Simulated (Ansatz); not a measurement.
# C2H9NSi (SMILES CN(C)[SiH3]): levels of theory compared

Aim: a comparison of 4 runs (CAM-B3LYP/6-31G*, PBE-QIDH/6-31G*, wB97M-V/6-31G*, RPA@PBE/6-31G*) of C2H9NSi. 

The results are computed with Ansatz 0.2.0.

64 further runs of the same task are left out: 64 set aside as unsound or not needed.

### 1 The structure to begin with

C2H9NSi: 13 atoms, total charge 0, spin state singlet. SMILES: `CN(C)[SiH3]`. The C3–H9 distance was set to 1.651 Å, away from the relaxed value. At this shape a bond of the SMILES string is far longer than usual.

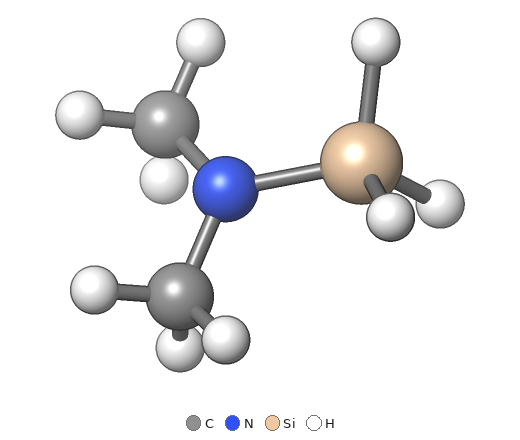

Viewed from a chosen angle; carbon grey, nitrogen blue, silicon light orange, hydrogen white.

### 2 The energy at CAM-B3LYP/6-31G(d) (spherical functions) (run 1)

Contents of input.yaml:

```yaml
crystal:
  periodic: [false, false, false]
  atoms:
    - {symbol: C, position_ang: [-1.159777, 0.950758, -0.121384]}
    - {symbol: "N", position_ang: [-0.370677, 0.000658, 0.622916]}
    - {symbol: C, position_ang: [0.950923, 0.476058, 0.949716]}
    - {symbol: Si, position_ang: [-0.710777, -1.681142, 0.547916]}
    - {symbol: H, position_ang: [-0.722477, 1.191758, -1.102484]}
    - {symbol: H, position_ang: [-1.253877, 1.890758, 0.436616]}
    - {symbol: H, position_ang: [-2.167077, 0.562958, -0.289384]}
    - {symbol: H, position_ang: [0.891023, 1.408358, 1.525016]}
    - {symbol: H, position_ang: [1.870100, 0.778300, -0.388400]}
    - {symbol: H, position_ang: [1.480723, -0.257442, 1.561716]}
    - {symbol: H, position_ang: [-0.237677, -2.376042, -0.691084]}
    - {symbol: H, position_ang: [-2.186077, -1.853042, 0.613016]}
    - {symbol: H, position_ang: [-0.040777, -2.335442, 1.702716]}
basis:
  gaussian:
    orbitals: 6-31G_st_-spherical.json
accuracy: high
output: {orbitals: {seedname: orbitals}}
hamiltonian:
  xc: {name: CAM-B3LYP}
```

The basis set 6-31G* is read from a file made from the Basis Set Exchange's data (not shown).

Command:

```bash
ansatz run input.yaml --threads 1 --pin off --max-ram 3480MiB --events-out events.jsonl --progress --plain --runs-dir runs
```

Output:

```text
Warning: RAYON_NUM_THREADS=1 ignored (pool sized by the plan → 1); use --threads N
Functional definition: CAM-B3LYP
  name "CAM-B3LYP"
  parameter alpha = 0.19
  parameter beta = 0.46
  parameter omega = 0.33/bohr
  parameter ac = 0.81
  exchange = (1 - alpha - beta)*b88_x + beta*b88_x_sr(omega) + alpha*exact_x + beta*exact_x_lr(omega)
  correlation = (1 - ac)*vwn5_c + ac*lyp_c
1981 factors; integrals over basis functions are off by at most 4.0e-9 eV
461 factors; integrals over basis functions are off by at most 2.7e-9 eV
mean field evaluation 1: about -11579.8113 eV, gradient 4.1e1 eV
mean field evaluation 2: about -11577.8691 eV, gradient 5.1e1 eV
mean field evaluation 4: about -11583.6923 eV, gradient 2.0e0 eV
mean field evaluation 8: about -11583.9345 eV, gradient 1.4e-1 eV
mean field evaluation 16: about -11583.9346 eV, gradient 2.2e-5 eV
mean field -11583.93458109 eV, -425.7017439820 hartree, gradient 1.7e-8 eV, S^2 0.000000; 0 other end points of the search recorded, 0 dependent functions left out
reference -11583.93460192 eV, -425.7017447475 hartree; 21, 21 occupied and 57, 57 virtual orbitals, 1981 factors
Total energy: -11583.93460192 eV, -425.7017447475 hartree
```

It took 5.1 s on 1 thread of Intel Xeon 6975P-C (Granite Rapids), shared host; peak memory 0.32 GiB.

### 3 A single-point energy at PBE-QIDH/6-31G(d) (spherical functions) (run 2)

Edit input.yaml of step 2 so:

```diff
@@ -4,3 +4,3 @@
     - {symbol: C, position_ang: [-1.159777, 0.950758, -0.121384]}
-    - {symbol: "N", position_ang: [-0.370677, 0.000658, 0.622916]}
+    - {symbol: N, position_ang: [-0.370677, 0.000658, 0.622916]}
     - {symbol: C, position_ang: [0.950923, 0.476058, 0.949716]}
@@ -19,5 +19,7 @@
     orbitals: 6-31G_st_-spherical.json
+hamiltonian:
+  xc: {name: PBE-QIDH}
+correlation:
+  frozen_orbitals: {C: 1, H: 0, "N": 1, Si: 5}
 accuracy: high
 output: {orbitals: {seedname: orbitals}}
-hamiltonian:
-  xc: {name: CAM-B3LYP}
```

The basis set 6-31G* is read from a file made from the Basis Set Exchange's data (not shown).

Command:

```bash
ansatz run input.yaml --threads 1 --pin off --max-ram 3480MiB --events-out events.jsonl --progress --plain --runs-dir runs
```

Output (excerpt; [...] marks lines left out):

```text
Warning: RAYON_NUM_THREADS=1 ignored (pool sized by the plan → 1); use --threads N
Functional definition: PBE-QIDH
  name "PBE-QIDH"
[...]
1981 factors; integrals over basis functions are off by at most 4.0e-9 eV
[...]
mean field -11567.98734952 eV, -425.1156940313 hartree, gradient 2.3e-8 eV, S^2 0.000000; 0 other end points of the search recorded, 0 dependent functions left out
8 core orbitals not correlated: weight in the atoms' cores, before any rotation towards them, 1.000 or more for the frozen orbitals, at most 0.000 for the correlated occupied ones
reference -11567.98735052 eV, -425.1156940683 hartree; 13, 13 occupied and 57, 57 virtual orbitals, 1981 factors
second order -15.86183230 eV of doubles, -0.00000000 eV of singles
Total energy: -11573.27462796 eV, -425.3099979302 hartree
```

Run time: 6.3 s. Hardware: 1 thread of Intel Xeon 6975P-C (Granite Rapids), shared host; peak memory 0.29 GiB.

### 4 The energy at wB97M-V/6-31G(d) (spherical functions) (run 3)

Contents of job.yaml:

```yaml
crystal:
  periodic: [false, false, false]
  atoms:
    - {symbol: C, position_ang: [-1.159777, 0.950758, -0.121384]}
    - {symbol: N, position_ang: [-0.370677, 0.000658, 0.622916]}
    - {symbol: C, position_ang: [0.950923, 0.476058, 0.949716]}
    - {symbol: Si, position_ang: [-0.710777, -1.681142, 0.547916]}
    - {symbol: H, position_ang: [-0.722477, 1.191758, -1.102484]}
    - {symbol: H, position_ang: [-1.253877, 1.890758, 0.436616]}
    - {symbol: H, position_ang: [-2.167077, 0.562958, -0.289384]}
    - {symbol: H, position_ang: [0.891023, 1.408358, 1.525016]}
    - {symbol: H, position_ang: [1.870100, 0.778300, -0.388400]}
    - {symbol: H, position_ang: [1.480723, -0.257442, 1.561716]}
    - {symbol: H, position_ang: [-0.237677, -2.376042, -0.691084]}
    - {symbol: H, position_ang: [-2.186077, -1.853042, 0.613016]}
    - {symbol: H, position_ang: [-0.040777, -2.335442, 1.702716]}
basis:
  gaussian: {orbitals: 6-31G_st_-spherical.json}
hamiltonian: {xc: {name: wB97M-V}}
accuracy: high
output: {orbitals: {seedname: orbitals}}
```

The basis set 6-31G* is read from a file made from the Basis Set Exchange's data (not shown).

Command:

```bash
ansatz run job.yaml --threads 1 --pin off --max-ram 3480MiB --events-out events.jsonl --progress --plain --runs-dir runs
```

Output (excerpt; [...] marks lines left out):

```text
Warning: RAYON_NUM_THREADS=1 ignored (pool sized by the plan → 1); use --threads N
Functional definition: wB97M-V
  name "wB97M-V"
[...]
  gx(w, u) = 1 - cx + cx01*u + cx10*w
  gss(w, u) = css00 + css04*u^4 + css10*w + css20*w^2 + css43*w^4*u^3
  gos(w, u) = cos00 + cos10*w + (cos20 + cos21*u)*w^2 + (cos60 + cos61*u)*w^6
[...]
      + integral(e_c_pw_mod_opposite_spin*gos(b97_w_opposite, b97_u_opposite)) + vv10(b, c)
1981 factors; integrals over basis functions are off by at most 4.0e-9 eV
397 factors; integrals over basis functions are off by at most 2.5e-9 eV
[...]
mean field -11583.02229373 eV, -425.6682180402 hartree, gradient 2.9e-8 eV, S^2 0.000000; 0 other end points of the search recorded, 0 dependent functions left out
reference -11583.02229828 eV, -425.6682182074 hartree; 21, 21 occupied and 57, 57 virtual orbitals, 1981 factors
Total energy: -11583.02229828 eV, -425.6682182074 hartree
```

It took 34 s on 1 thread of Intel Xeon 6975P-C (Granite Rapids), shared host; peak memory 0.61 GiB.

### 5 A single-point energy at RPA@PBE/6-31G(d) (spherical functions) (run 4)

Edit input.yaml of step 3 so:

```diff
@@ -4,3 +4,3 @@
     - {symbol: C, position_ang: [-1.159777, 0.950758, -0.121384]}
-    - {symbol: N, position_ang: [-0.370677, 0.000658, 0.622916]}
+    - {symbol: "N", position_ang: [-0.370677, 0.000658, 0.622916]}
     - {symbol: C, position_ang: [0.950923, 0.476058, 0.949716]}
@@ -19,7 +19,9 @@
     orbitals: 6-31G_st_-spherical.json
+magnetization:
+  spin_polarized: false
 hamiltonian:
-  xc: {name: PBE-QIDH}
+  xc: {name: PBE}
 correlation:
+  method: rpa
   frozen_orbitals: {C: 1, H: 0, "N": 1, Si: 5}
 accuracy: high
-output: {orbitals: {seedname: orbitals}}
```

The basis set 6-31G* is read from a file made from the Basis Set Exchange's data (not shown).

Command:

```bash
ansatz run input.yaml --threads 1 --pin off --max-ram 3480MiB --events-out events.jsonl --progress --plain --runs-dir runs
```

Output:

```text
Warning: RAYON_NUM_THREADS=1 ignored (pool sized by the plan → 1); use --threads N
Functional definition: PBE
  name "PBE"
  parameter kappa = 0.804
  parameter beta = 0.06672455060314922
  exchange = pbe_x(kappa = kappa, mu = beta*pi^2/3)
  correlation = pbe_c(beta = beta)
1981 factors; integrals over basis functions are off by at most 4.0e-9 eV
mean field evaluation 1: about -11567.4148 eV, gradient 6.1e1 eV
mean field evaluation 2: about -11567.3921 eV, gradient 6.1e1 eV
mean field evaluation 4: about -11575.8188 eV, gradient 2.0e1 eV
mean field evaluation 8: about -11576.6873 eV, gradient 9.2e-2 eV
mean field evaluation 16: about -11576.6870 eV, gradient 7.8e-6 eV
mean field -11576.68703430 eV, -425.4354015503 hartree, gradient 3.5e-8 eV, S^2 0.000000; 0 other end points of the search recorded, 0 dependent functions left out
8 core orbitals not correlated: weight in the atoms' cores, before any rotation towards them, 1.000 or more for the frozen orbitals, at most 0.000 for the correlated occupied ones
reference -11543.51808184 eV, -424.2164650299 hartree; 13, 13 occupied and 57, 57 virtual orbitals, 1981 factors
Total energy: -11567.18610922 eV, -425.0862489936 hartree
```

Run time: 6 s. Hardware: 1 thread of Intel Xeon 6975P-C (Granite Rapids), shared host; peak memory 0.32 GiB.

### 6 All runs side by side

```csv
run,level,frozen core orbitals,energy (Eh),HOMO energy (eV),LUMO energy (eV),HOMO–LUMO gap (eV),wall time
1,CAM-B3LYP/6-31G* (spherical functions),–,-425.701745,-7.57,1.64,9.21,5.1 s
2,PBE-QIDH/6-31G* (spherical functions),8,-425.309998,-8.28,2.43,10.71,6.3 s
3,wB97M-V/6-31G* (spherical functions),–,-425.668218,-8.45,2.48,10.93,34 s
4,RPA@PBE/6-31G* (spherical functions),8,-425.086249,–,–,–,6 s
```

### 7 What came out

```
                               quantity          value
                    run 4: total energy  -425.08625 Eh
run 4: RPA correlation energy (valence)     -869.8 mEh
```

Over runs 1, 2, 3 the HOMO–LUMO gap runs from 9.21 eV (CAM-B3LYP/6-31G*) to 10.93 eV (wB97M-V/6-31G*). Totals of different functionals can't be ranked against each other. All runs together took 52 s, the longest 34 s.
